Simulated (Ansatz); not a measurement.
Cost and result by functional for the adsorption energy of SiH3 on the 1x1 (111) surface of fcc Cu, one in a 2x2 cell, started at the site 'hollow Cu-Cu-Cu over Cu at depth 4.1 Å', in Ansatz (plane waves, PAW). Single points on the PBE structure, on one kind of machine; costs are rough ratios of the slab run's core time (references not counted) to the cheapest single point. r2SCAN's cost holds its higher cutoff (500 against 420 eV). Differences are taken against r2SCAN for comparison alone: no measured value is at hand, so the table doesn't rank accuracy.

Set-up: 20 atoms, 6.2 Å thick at the start under the adsorbate (thin: gaps and levels are the slab's own); mesh 6x6x1; 0.1 eV smearing; dipole correction on; 8 atoms held, the rest relaxed; held to the start's symmetry, so lower structures may exist; spin-polarised, no spin-orbit, no U, no dispersion correction. The starting moment vanished. At the end it is bonded to 3 Cu. In PBE it is, or lies within 0.03 eV of, the lowest of the starts that converged. These notes are the PBE run's. r2SCAN: The program's check for a lower electronic state was not made. Adsorption energies are against SiH4(g) − ½ H2(g). A negative adsorption energy means that the adsorbate is more stable on the surface than in its reference.

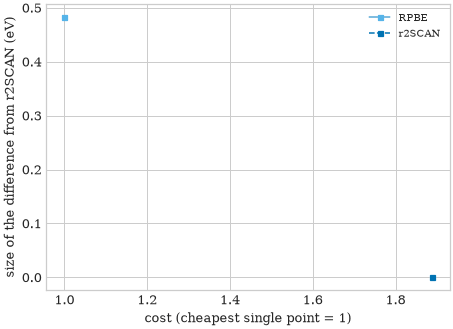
Figure: Difference from r2SCAN against cost

| functional | relative cost | adsorption energy (eV) | less r2SCAN (eV) |
|---|---|---|---|
| RPBE | 1 | -0.01 | 0.48 |
| r2SCAN | 2 | -0.49 | 0.00 |
| PBE (the relaxed run's value) | – | -0.31 | 0.18 |

The values span 0.48 eV, while the single points' costs differ by a factor of roughly 2. Differences are of unrounded values.

Ansatz is a program for electronic structure.
